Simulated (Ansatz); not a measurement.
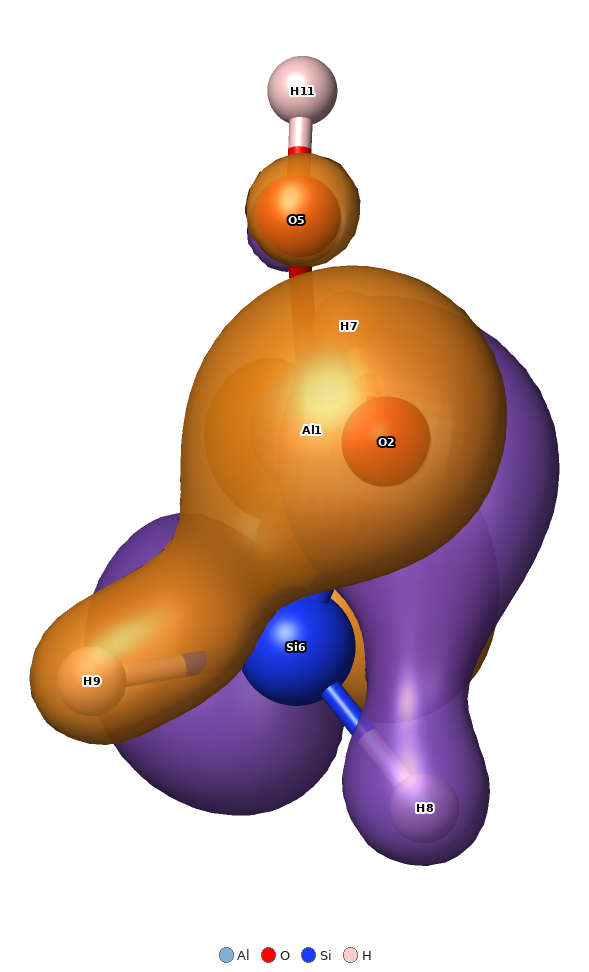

The picture shows: AlH5O4Si (SMILES O[SiH2][O][Al]([OH])[OH]). The HOMO−1 at ±0.08 Å⁻³ᐟ² (orange and purple are the two phases), seen at an oblique angle.

Geometry: PBE0-D4/def2-SVP.

Method: Ansatz 0.2.0, isolated molecule in a Gaussian basis; Kohn-Sham density functional theory, functional PBE0.

The calculation's input:

```
basis:
  gaussian:
    orbitals: def2-SVPD
crystal:
  periodic: [false, false, false]
  atoms:
    - {symbol: Al, position_ang: [-1.037297, 1.086686, -1.790685]}
    - {symbol: O, position_ang: [1.748676, -0.357158, -0.807805]}
    - {symbol: O, position_ang: [-0.652951, 0.718871, -0.178689]}
    - {symbol: O, position_ang: [-2.581220, 1.401785, -2.392784]}
    - {symbol: O, position_ang: [0.332038, 1.122888, -2.808709]}
    - {symbol: Si, position_ang: [0.812561, 0.219770, 0.431588]}
    - {symbol: H, position_ang: [1.663526, 0.145841, -1.635063]}
    - {symbol: H, position_ang: [0.618485, -0.897559, 1.392549]}
    - {symbol: H, position_ang: [1.438297, 1.391256, 1.115354]}
    - {symbol: H, position_ang: [-3.393328, 1.394886, -1.884695]}
    - {symbol: H, position_ang: [0.323047, 1.313423, -3.748179]}
hamiltonian:
  xc: {name: PBE0}
output:
  forces: true
  orbitals: {seedname: orbitals}
```

Command:

```sh
ansatz run input.yaml --threads 2 --pin off --max-ram 5220MiB --events-out events.jsonl --progress --plain --runs-dir runs
```

Question: What is the character of this orbital?

Answer: By Hirshfeld shares it lies mainly on O2 (about 45 %) and O3 (about 35 %); largely a combination of lone pairs on O2 and O3. Its energy is −9.18 eV.
